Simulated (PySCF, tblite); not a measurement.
# FH5NO4PSi, a small molecule taken as a stand-in for a surface group (Si site with back bonds F, N, OP(=O)(O)O): NMR shifts, core binding energies and electronic excitations, part 2 of 2

tblite 0.8.0 and PySCF 2.14.0. Atoms count from 0, parts from 1. Earlier steps stand in the parts before.

## 5. Core holes by ΔSCF: SCAN, X2C

What the job is given:

```
{"job": {"kind": "xps", "holes": 5}, "charge": 0, "multiplicity": 1}
Si    -0.542150    -1.634679     0.046688
F     -1.750648    -1.752597     1.121601
N      1.010947    -1.688038     0.706040
O     -0.763862    -0.113295    -0.638475
P     -0.039415     1.262027    -0.309476
O      0.822382     1.252850     0.896111
O      0.662702     1.574066    -1.711700
O     -1.215823     2.353429    -0.271322
H     -0.789567    -2.669422    -0.973094
H      1.373670    -0.844624     1.149191
H      1.471743    -2.542403     0.989786
H      1.297032     2.297737    -1.630508
H     -1.525129     2.489838     0.633620
```

Method: delta-SCF UKS SCAN, pcX-2 on the ionised atom, pcseg-1 elsewhere, spin-free X2C.

Standard output:

```text
ground state, core basis on atom 0 (Si), 187 functions
  cycle   1  E = -1090.74085292  |g| = 1.34e+00
  cycle   2  E = -1090.08397477  |g| = 2.28e+00
  cycle   3  E = -1091.03999534  |g| = 3.91e-01
  cycle   4  E = -1091.06917025  |g| = 9.67e-02
  cycle   5  E = -1091.07079712  |g| = 2.79e-02
  cycle   6  E = -1091.07094012  |g| = 1.02e-02
  cycle   7  E = -1091.07095597  |g| = 3.84e-03
  cycle   8  E = -1091.07096276  |g| = 7.87e-04
  cycle   9  E = -1091.07096074  |g| = 3.44e-04
  E(ground) = -1091.10285499 Eh
hole in Si 2p of atom 0
  cycle   1  E = -1086.74440200  |g| = 1.24e+00
  cycle   2  E = -1086.57856961  |g| = 1.18e+00
  cycle   3  E = -1086.98299367  |g| = 4.08e-01
  cycle   4  E = -1087.04867390  |g| = 1.17e-01
  cycle   5  E = -1087.05227516  |g| = 5.32e-02
  cycle   6  E = -1087.05308879  |g| = 2.92e-02
  cycle   7  E = -1087.05339966  |g| = 7.76e-03
  cycle   8  E = -1087.05341258  |g| = 5.22e-03
  cycle   9  E = -1087.05342188  |g| = 1.04e-03
  cycle  10  E = -1087.05342368  |g| = 3.18e-04
  E(ion) = -1087.09666630 Eh   <S^2> = 0.7519   hole on atom = 1.003   binding energy = 109.014 eV
  2p3/2 = 108.847 eV   2p1/2 = 109.474 eV
ground state, core basis on atom 1 (F), 176 functions
  cycle   1  E = -1091.00024217  |g| = 1.26e-01
  cycle   2  E = -1090.99947474  |g| = 9.46e-02
  cycle   3  E = -1091.00010545  |g| = 6.84e-02
  cycle   4  E = -1091.00073464  |g| = 6.40e-03
  cycle   5  E = -1091.00074614  |g| = 1.90e-03
  cycle   6  E = -1091.00074743  |g| = 5.12e-04
  cycle   7  E = -1091.00074630  |g| = 2.00e-04
  E(ground) = -1091.07624053 Eh
hole in F 1s of atom 1
  cycle   1  E = -1064.66017607  |g| = 2.58e+00
  cycle   2  E = -1064.58837043  |g| = 2.13e+00
  cycle   3  E = -1065.48800035  |g| = 4.08e-01
  cycle   4  E = -1065.48946040  |g| = 3.57e-01
  cycle   5  E = -1065.55122989  |g| = 4.19e-02
  cycle   6  E = -1065.55165787  |g| = 3.31e-02
  cycle   7  E = -1065.55206120  |g| = 7.54e-03
  cycle   8  E = -1065.55207205  |g| = 4.77e-03
  cycle   9  E = -1065.55208137  |g| = 1.43e-03
  cycle  10  E = -1065.55208116  |g| = 5.42e-04
  cycle  11  E = -1065.55208086  |g| = 2.03e-04
  E(ion) = -1065.63432077 Eh   <S^2> = 0.7567   hole on atom = 1.000   binding energy = 692.310 eV
ground state, core basis on atom 2 (N), 176 functions
  cycle   1  E = -1090.96939323  |g| = 1.29e-01
  cycle   2  E = -1090.96569870  |g| = 1.86e-01
  cycle   3  E = -1090.97106381  |g| = 2.39e-02
  cycle   4  E = -1090.97112794  |g| = 1.30e-02
  cycle   5  E = -1090.97115872  |g| = 1.96e-03
  cycle   6  E = -1090.97115972  |g| = 9.37e-04
  cycle   7  E = -1090.97116040  |g| = 1.25e-04
  E(ground) = -1091.04166018 Eh
hole in N 1s of atom 2
  cycle   1  E = -1075.38986577  |g| = 1.86e+00
  cycle   2  E = -1074.81373151  |g| = 2.02e+00
  cycle   3  E = -1076.02293225  |g| = 4.24e-01
  cycle   4  E = -1076.04214392  |g| = 3.40e-01
  cycle   5  E = -1076.08158332  |g| = 8.30e-02
  cycle   6  E = -1076.08335923  |g| = 4.92e-02
  cycle   7  E = -1076.08424487  |g| = 9.04e-03
  cycle   8  E = -1076.08427197  |g| = 3.78e-03
  cycle   9  E = -1076.08427891  |g| = 1.68e-03
  cycle  10  E = -1076.08428110  |g| = 5.77e-04
  cycle  11  E = -1076.08427926  |g| = 1.08e-04
  E(ion) = -1076.15451170 Eh   <S^2> = 0.7641   hole on atom = 1.000   binding energy = 405.100 eV
ground state, core basis on atom 3 (O), 176 functions
  cycle   1  E = -1090.99115759  |g| = 1.07e-01
  cycle   2  E = -1090.98941046  |g| = 1.17e-01
  cycle   3  E = -1090.99129622  |g| = 5.46e-02
  cycle   4  E = -1090.99175755  |g| = 1.57e-02
  cycle   5  E = -1090.99180417  |g| = 3.22e-03
  cycle   6  E = -1090.99180552  |g| = 8.00e-04
  cycle   7  E = -1090.99180651  |g| = 1.55e-04
  E(ground) = -1091.06213444 Eh
hole in O 1s of atom 3
  cycle   1  E = -1070.35025876  |g| = 2.23e+00
  cycle   2  E = -1069.60370684  |g| = 2.37e+00
  cycle   3  E = -1070.96674681  |g| = 7.42e-01
  cycle   4  E = -1071.01773479  |g| = 6.40e-01
  cycle   5  E = -1071.16608095  |g| = 1.66e-01
  cycle   6  E = -1071.17509618  |g| = 6.94e-02
  cycle   7  E = -1071.17679881  |g| = 9.83e-03
  cycle   8  E = -1071.17682134  |g| = 6.57e-03
  cycle   9  E = -1071.17683939  |g| = 1.42e-03
  cycle  10  E = -1071.17683973  |g| = 6.34e-04
  cycle  11  E = -1071.17683973  |g| = 3.24e-04
  E(ion) = -1071.24809226 Eh   <S^2> = 0.7621   hole on atom = 1.000   binding energy = 539.168 eV
ground state, core basis on atom 4 (P), 187 functions
  cycle   1  E = -1091.11626700  |g| = 3.64e-01
  cycle   2  E = -1091.11077380  |g| = 2.18e-01
  cycle   3  E = -1091.11118839  |g| = 2.07e-01
  cycle   4  E = -1091.11890423  |g| = 3.53e-02
  cycle   5  E = -1091.11912459  |g| = 9.25e-03
  cycle   6  E = -1091.11913426  |g| = 2.37e-03
  cycle   7  E = -1091.11913581  |g| = 7.65e-04
  cycle   8  E = -1091.11913574  |g| = 2.30e-04
  E(ground) = -1091.15911676 Eh
hole in P 2p of atom 4
  cycle   1  E = -1085.57051738  |g| = 1.41e+00
  cycle   2  E = -1085.02071668  |g| = 1.70e+00
  cycle   3  E = -1085.77670497  |g| = 6.32e-01
  cycle   4  E = -1085.91234091  |g| = 2.32e-01
  cycle   5  E = -1085.92634493  |g| = 1.36e-01
  cycle   6  E = -1085.93315649  |g| = 3.63e-02
  cycle   7  E = -1085.93365395  |g| = 8.02e-03
  cycle   8  E = -1085.93366420  |g| = 6.12e-03
  cycle   9  E = -1085.93368021  |g| = 1.32e-03
  cycle  10  E = -1085.93367967  |g| = 7.29e-04
  cycle  11  E = -1085.93368108  |g| = 2.11e-04
  E(ion) = -1085.98520708 Eh   <S^2> = 0.7524   hole on atom = 1.002   binding energy = 140.789 eV
  2p3/2 = 140.550 eV   2p1/2 = 141.443 eV
```

It took 31 s on 1 thread of AMD EPYC 9R45, shared host; peak memory 0.7 GiB.

Binding energies by hole, beside the orbital energy of the ground state; the difference holds orbital relaxation and, for a density functional, its self-interaction error:

```
       hole  stands for                   environment  ΔSCF (eV; 2p as the shell's mean)  −ε (eV)   ⟨S²⟩
Si2p on Si0         Si0  silicon bonded to F, N, O, H                             109.06     97.9  0.752
  F1s on F1          F1         fluorine bonded to Si                             692.31    666.3  0.757
  N1s on N2          N2    nitrogen bonded to Si, 2 H                             405.10    385.8  0.764
  O1s on O3          O3        oxygen bonded to P, Si                             539.17    517.7  0.762
  P2p on P4          P4      phosphorus bonded to 4 O                             140.85    129.1  0.752
```

With the spin-orbit splitting: Si0 2p3/2 108.85, 2p1/2 109.47 eV; P4 2p3/2 140.55, 2p1/2 141.44 eV. The table gives each 2p level as the mean over the whole 2p shell (two parts 2p3/2, one part 2p1/2), which differs a little from the single hole in the log.

## 6. Ultraviolet spectrum: CAM-B3LYP/def2-SVPD

Same as in step 5 but for these lines:

```diff
@@ -1,2 +1,2 @@
-{"job": {"kind": "xps", "holes": 5}, "charge": 0, "multiplicity": 1}
+{"job": {"kind": "uv", "xc": "CAM-B3LYP", "basis": "def2-SVPD", "nstates": 6, "ntriplets": 2, "ip": true}, "charge": 0, "multiplicity": 1}
 Si    -0.542150    -1.634679     0.046688
```

Level: TDDFT CAM-B3LYP/def2-SVPD, vertical, gas phase, core orbitals frozen in the response.

Standard output:

```text
coarse grid: 12840 points
cycle   1  E = -1088.4910918753  dE =  1.526e+00  |g| = 1.328e+00  |ddm| = 5.537e+00
cycle   2  E = -1088.3267622503  dE =  1.643e-01  |g| = 1.668e+00  |ddm| = 6.046e+00
cycle   3  E = -1088.8145958534  dE = -4.878e-01  |g| = 1.782e-01  |ddm| = 2.777e+00
cycle   4  E = -1088.8196224151  dE = -5.027e-03  |g| = 7.038e-02  |ddm| = 2.515e-01
cycle   5  E = -1088.8205145170  dE = -8.921e-04  |g| = 8.579e-03  |ddm| = 7.823e-02
cycle   6  E = -1088.8205259053  dE = -1.139e-05  |g| = 4.757e-03  |ddm| = 2.306e-02
cycle   7  E = -1088.8205302143  dE = -4.309e-06  |g| = 7.250e-04  |ddm| = 5.049e-03
final grid: 118144 points
cycle   8  E = -1088.9786473099  dE = -2.208e-05  |g| = 3.410e-03  |ddm| = 5.243e-02
cycle   9  E = -1088.9786463376  dE =  9.723e-07  |g| = 4.211e-03  |ddm| = 8.450e-03
cycle  10  E = -1088.9786496778  dE = -3.340e-06  |g| = 2.124e-04  |ddm| = 4.079e-03
cycle  11  E = -1088.9786496842  dE = -6.378e-09  |g| = 1.719e-04  |ddm| = 6.252e-04
cycle  12  E = -1088.9786496897  dE = -5.456e-09  |g| = 3.346e-05  |ddm| = 2.208e-04
cycle  13  E = -1088.9786496899  dE = -2.169e-10  |g| = 1.341e-05  |ddm| = 6.077e-05
converged SCF energy = -1088.9786496899

Static polarisability (au): isotropic 65.705, principal 61.147 63.782 72.186

Singlet excitations
state   eV       nm        f      main configurations
  1   7.3437    168.8   0.04013   H->L+1 0.73, H->L 0.18
  2   7.7819    159.3   0.01212   H->L 0.40, H-2->L 0.22, H->L+1 0.13
  3   7.8250    158.4   0.02726   H-1->L 0.79, H-2->L 0.12
  4   7.9600    155.8   0.02723   H-2->L 0.56, H-1->L 0.11, H->L+3 0.10
  5   8.4733    146.3   0.00472   H->L+3 0.26, H->L 0.23, H->L+7 0.22
  6   8.7765    141.3   0.03517   H-3->L 0.33, H-1->L+2 0.31, H-4->L 0.10

Triplet excitations (Tamm-Dancoff, eV): 6.9338 7.5399
Vertical ionisation energy (delta-SCF) = 10.7026 eV
```

It took 3.4 min on 1 thread of AMD EPYC 9R45, shared host; peak memory 1.2 GiB.

Frontier orbitals and where they lie:

```
orbital      eV                        atoms
 HOMO−3  -11.65    O7 26 %, O3 24 %, O6 13 %
 HOMO−2  -10.63     O5 67 %, O6 13 %, P4 7 %
 HOMO−1  -10.53    O5 65 %, O7 12 %, O3 10 %
   HOMO   -9.69    N2 69 %, Si0 8 %, H10 7 %
   LUMO    0.47    O6 19 %, O7 17 %, P4 14 %
 LUMO+1    1.30  Si0 35 %, H10 19 %, N2 10 %
 LUMO+2    1.39   O7 27 %, O6 24 %, H11 14 %
```

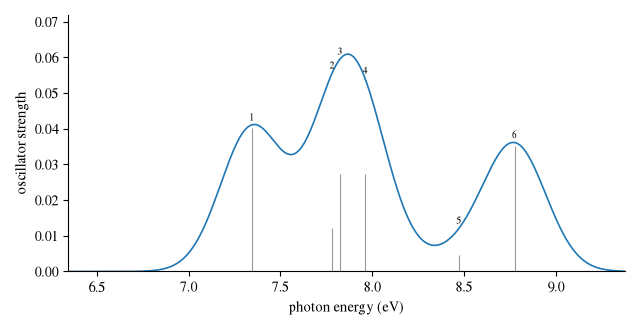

Absorption spectrum from the 6 singlet states computed; above the last one it falls off for lack of states. Lines are broadened to a width of 0.40 eV (Gaussian).

Ground-state properties from the same run:

```
           property  computed
  dipole moment (D)      1.26
polarisability (Å³)      9.74
 HOMO–LUMO gap (eV)     10.16
      −ε(HOMO) (eV)      9.69
```

## 7. Results

The summary covers parts 1 to 2.

| quantity | value |
| --- | --- |
| point group | C1 |
| rotational constants (main isotopes) | 2.59, 0.98, 0.90 GHz |
| $^{1}$H shifts against TMS (PBE0/pcSseg-1) | 4.56, 3.40, 3.25, 2.99, 1.19 ppm |
| $^{29}$Si shifts against TMS (PBE0/pcSseg-1) | -42.4 ppm |
| $^{19}$F shifts against CFCl3 (PBE0/pcSseg-1) | -114.7 ppm |
| $^{15}$N shifts against NH3 (PBE0/pcSseg-1) | 37.0 ppm |
| $^{17}$O shifts against H2O (PBE0/pcSseg-1) | 171.1, 132.4, 119.7, 108.0 ppm |
| $^{31}$P shifts against H3PO4 (PBE0/pcSseg-1) | -7.1 ppm |
| Si2p binding energies, SCAN/pcX-2 | Si0 109.06 eV |
| F1s binding energies, SCAN/pcX-2 | F1 692.31 eV |
| N1s binding energies, SCAN/pcX-2 | N2 405.10 eV |
| O1s binding energies, SCAN/pcX-2 (standing for 1 of 4 atoms) | O3 539.17 eV |
| P2p binding energies, SCAN/pcX-2 | P4 140.85 eV |
| lowest singlet (CAM-B3LYP/def2-SVPD) | 7.34 eV (169 nm), f = 0.040 |
| lowest triplet | 6.93 eV |
| vertical ionisation energy (ΔSCF) | 10.70 eV |

What this shows: The start of the PBE0/def2-SVP relaxation was shaken at random by about 0.01 Å, so part of the energy gained, and of the first lengths quoted, undoes that. The optimisation took 18 steps and gained 0.290 eV; among the close pairs (by a distance rule), Si0–H8 changed most, from 1.417 to 1.474 Å (PBE0/def2-SVP). No frequency check was run at this level, so the end point may be a saddle. At PBE0/pcSseg-1: The largest span, 204 ppm, is at P4, where the paramagnetic term is -650 ppm. The first singlet state (HOMO→LUMO+1 0.73, HOMO→LUMO 0.18) lies at 7.34 eV and is weak. The lowest triplet lies 0.41 eV below the lowest singlet (triplets in Tamm-Dancoff, singlets in full TDDFT). The orbital energy would give 9.69 eV for ionisation, ΔSCF gives 10.70 eV. A capped cluster stands for the solid here, so long-range fields and strain are missing, and bands or shifts of the capping hydrogens have no counterpart in it.
